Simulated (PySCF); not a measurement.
## Run report: SiH₄O₄, excited-state calculation

The run: excited-state calculation of SiH₄O₄ (monosilicic acid). Method and program: TDA X3LYP/IGLO-II, vertical, gas phase, core orbitals frozen in the response (PySCF 2.14.0).

The geometry comes from this level: GFN2-xTB. It belongs to a series of runs on one base structure; here: X3LYP/IGLO-II; 12 states, TDA; damp 0.1.

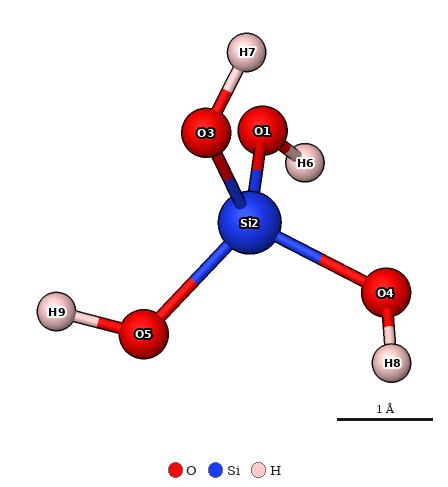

The structure as given in the input (ball-and-stick view, seen at a tilt; atoms are numbered from 1 in the order of the input).

Key numbers

```tsv
quantity	value
outcome	converged
total energy	−592.969739 hartree
HOMO	−8.72 eV
LUMO	0.35 eV
dipole moment	0.02 D
mean polarisability	30.58 a.u.
lowest excitation	7.86 eV
hardware	1 CPU thread, shared host
wall time	7 s
peak memory	0.6 GiB
```

Settings chosen away from the usual ones: X3LYP/IGLO-II; 12 states, TDA; damp 0.1.

The input
```
{"job": {"kind": "uv", "xc": "X3LYP", "basis": "IGLO-II", "nstates": 12, "ntriplets": 0, "tda": true, "scf": {"damp": 0.1}}, "charge": 0, "multiplicity": 1}
O      0.516668     1.304714    -0.823487
Si     0.001644     0.001000    -0.002015
O      1.146304    -1.139508    -0.171711
O     -1.456836    -0.382174    -0.606583
O     -0.200108     0.222030     1.594804
H     -0.105980     2.003142    -1.001237
H      1.533570    -1.269285    -1.032078
H     -1.996119    -1.005358    -0.129414
H      0.574419     0.271433     2.146541
```

The first line tells a small driver script what to run in PySCF; the rest is the geometry in Å.

Launch command:
```bash
OMP_NUM_THREADS=1 python <driver script> task.json out
```

Output
```
damping 0.10 in the first 6 cycles
final grid: 78248 points
cycle   1  E = -592.6360169860  dE =  9.109e-01  |g| = 1.432e+00  |ddm| = 2.327e+00
cycle   2  E = -592.4914056333  dE =  1.446e-01  |g| = 1.715e+00  |ddm| = 1.462e+00
cycle   3  E = -592.3270280338  dE =  1.644e-01  |g| = 2.108e+00  |ddm| = 1.622e+00
cycle   4  E = -592.0135654032  dE =  3.135e-01  |g| = 2.389e+00  |ddm| = 1.978e+00
cycle   5  E = -591.7312076289  dE =  2.824e-01  |g| = 2.951e+00  |ddm| = 2.253e+00
cycle   6  E = -590.2798559857  dE =  1.451e+00  |g| = 3.845e+00  |ddm| = 3.204e+00
cycle   7  E = -588.6525712813  dE =  1.627e+00  |g| = 5.653e+00  |ddm| = 3.917e+00
cycle   8  E = -592.9100015851  dE = -4.257e+00  |g| = 5.847e-01  |ddm| = 1.742e+00
cycle   9  E = -592.9696182356  dE = -5.962e-02  |g| = 2.602e-02  |ddm| = 2.828e-01
cycle  10  E = -592.9697031709  dE = -8.494e-05  |g| = 1.384e-02  |ddm| = 2.961e-02
cycle  11  E = -592.9697387174  dE = -3.555e-05  |g| = 9.545e-04  |ddm| = 1.076e-02
cycle  12  E = -592.9697387233  dE = -5.937e-09  |g| = 9.776e-04  |ddm| = 8.725e-04
cycle  13  E = -592.9697388761  dE = -1.528e-07  |g| = 6.861e-05  |ddm| = 4.667e-04
cycle  14  E = -592.9697388769  dE = -7.542e-10  |g| = 1.063e-05  |ddm| = 4.249e-05
converged SCF energy = -592.9697388769

Static polarisability (au): isotropic 30.578, principal 29.455 31.129 31.151

Singlet excitations
state   eV       nm        f      main configurations
  1   7.8642    157.7   0.00663   H->L 0.97
  2   7.8711    157.5   0.00681   H-1->L 0.97
  3   8.6073    144.0   0.00000   H-2->L 0.82
  4   8.8076    140.8   0.11557   H-3->L 0.82
  5   9.1043    136.2   0.00353   H->L+2 0.43, H-1->L+1 0.37, H-3->L 0.13
  6   9.1362    135.7   0.00002   H-1->L+1 0.32, H->L+2 0.26, H-2->L 0.14
  7   9.2898    133.5   0.06994   H->L+3 0.53, H-5->L 0.33
  8   9.2930    133.4   0.07221   H-1->L+3 0.50, H-4->L 0.35
  9   9.3607    132.5   0.00002   H->L+1 0.38, H-1->L+2 0.30, H-6->L 0.20
 10   9.4448    131.3   0.00199   H-1->L+2 0.52, H->L+1 0.45
 11   9.4687    130.9   0.05781   H-5->L 0.60, H->L+3 0.34
 12   9.4692    130.9   0.05483   H-4->L 0.58, H-1->L+3 0.37
```

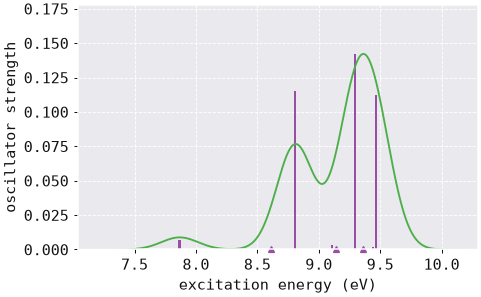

Computed excitations as sticks (degenerate states added up, dark ones marked on the axis), with a Gaussian envelope of 0.35 eV full width at half maximum, scaled to the tallest. Of the 12 states the lowest lies at 7.86 eV (f = 0.007); the strongest line is at 9.29 eV, or 133 nm (f = 0.142, summed over 2 states that lie within 0.004 eV).

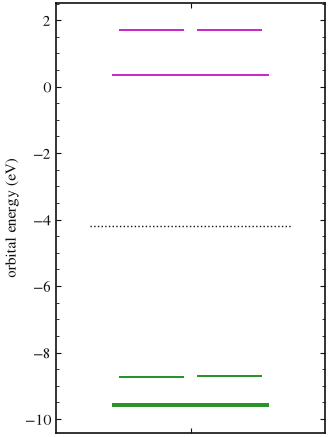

Orbital energies near the frontier; the dotted line parts filled from empty levels, and levels within 0.02 eV of each other stand side by side. Highest filled −8.72 eV, lowest empty 0.35 eV, 9.07 eV apart.
